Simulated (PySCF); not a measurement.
C$_{5}$H$_{8}$Si (charge −1, doublet)

The calculation's input:

```
{"job": {"kind": "epr", "basis": "pcH-1"}, "charge": -1, "multiplicity": 2}
C     -2.285619    -0.031780     0.265308
Si    -0.526254    -0.352621    -0.458811
C      0.776661    -1.088109     0.614742
C      1.914038    -0.299735     0.554076
C      1.807585     0.864468    -0.222005
C      0.579154     1.073719    -0.827047
H     -2.267540     0.574409     1.167405
H     -2.776110    -0.972493     0.507988
H     -2.911583     0.478214    -0.464393
H     -0.946225    -1.199466    -1.670061
H      0.761235    -2.008712     1.187795
H      2.833581    -0.544021     1.085736
H      2.641044     1.560046    -0.316554
H      0.399353     1.945608    -1.446345
```

Launched as:

```sh
OMP_NUM_THREADS=1 python probes_run.py task.json out
```

Geometry: GFN2-xTB.

All numbers below come from PySCF 2.14.0, density-fitted response routines, UKS B3LYP, pcH-1 on C H Si, non-relativistic, mean-field spin-orbit, GIAO.

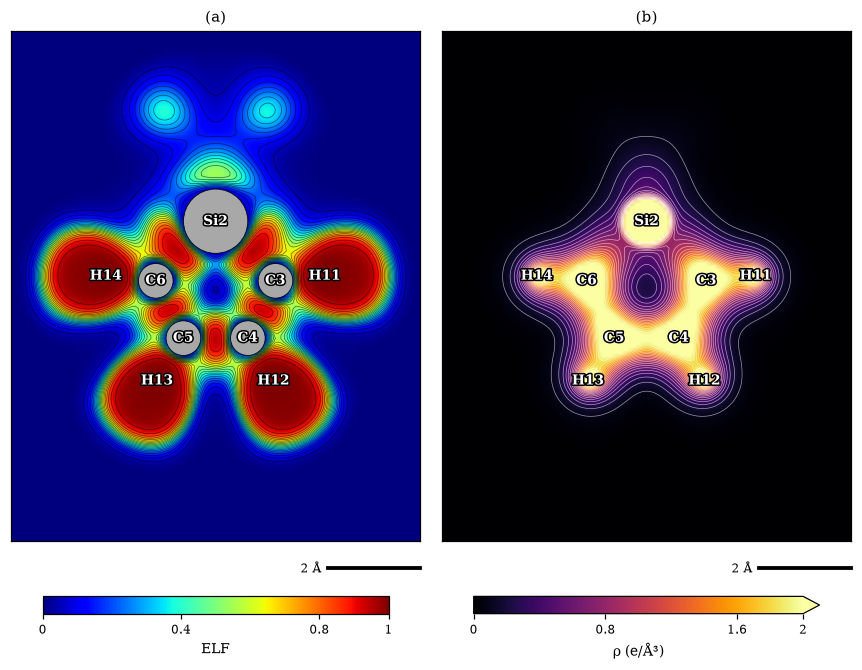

Figure 1. (a) ELF; (b) electron density on the plane of atoms C4, C3 and H11. Grey discs cover the atomic cores in the ELF map.

Describe what can be read from this map.

- The section cuts through Si, C and H sites.
- C–C (1.39 Å): the density is about 2.1 e/Å³ at the midpoint; the ELF peaks at about 0.95 between the atoms: a covalent bond.
- C–Si (1.84 Å): ρ is about 0.96 e/Å³ halfway; the ELF peaks at about 0.95 between the atoms; localised, covalent bonding.
- C–H (1.08 Å): ρ is about 1.9 e/Å³ halfway; the ELF climbs to about 1 towards the hydrogen, as it does in any bond to H (a covalent bond by its length).

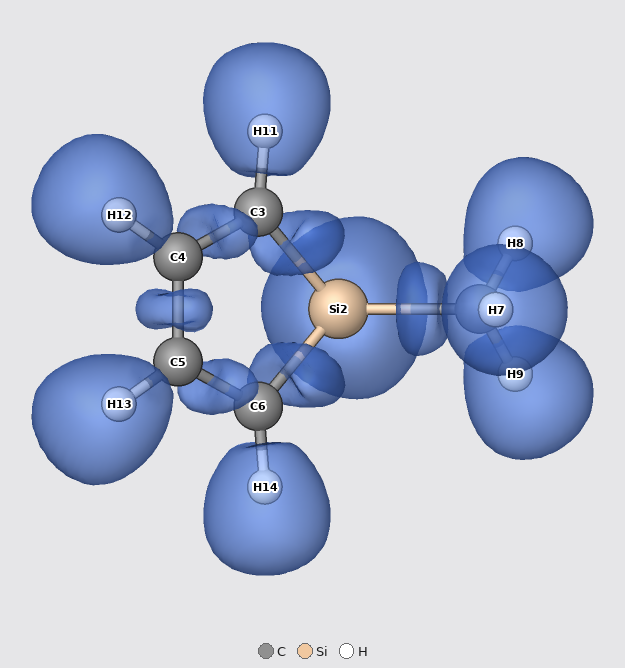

Figure 2. Isosurface of the ELF at 0.8 (blue), seen at a tilt. Core shells and regions of very low density are left out.

What do the ELF domains correspond to?

The surface consists of three regions between bonded C–C atoms (shared pairs), three regions between bonded C–Si atoms (shared pairs) and eight regions around hydrogen nuclei.
